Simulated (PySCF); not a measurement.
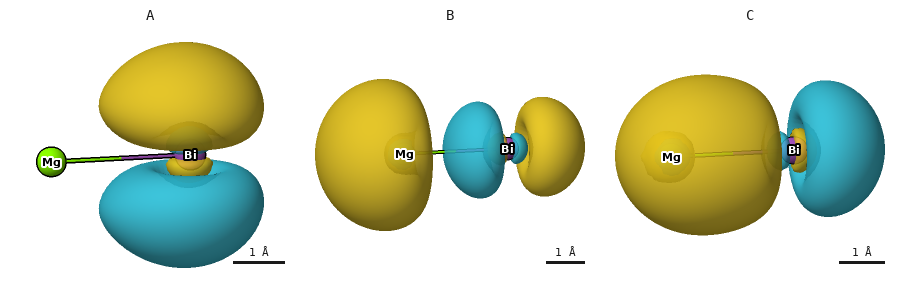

The picture shows: MgBi (charge +1, triplet). Three frontier α-spin orbitals, each drawn at the value that holds 80 % of its norm (yellow and cyan are the two phases), in no order; of a degenerate pair one member is drawn.

⟨S²⟩ = 2.06, above the pure value of 2.00; core potentials replace the inner electrons of Bi.

The calculation used PBE0/def2-SVP, non-relativistic Hamiltonian with scalar-relativistic core potentials where named, at a bond length of 2.847 Å in PySCF 2.14.0.

### Name the orbitals and rank them from lowest to highest energy.

Orbital C: σ, occupied in this spin, −12.24 eV; shared between the atoms (Mg 45 %, Bi 55 %).
Orbital A: π, occupied in this spin, −10.91 eV; mainly on Bi (90 %).
Orbital B: σ, empty in this spin, −8.05 eV; mainly on Mg (70 %).
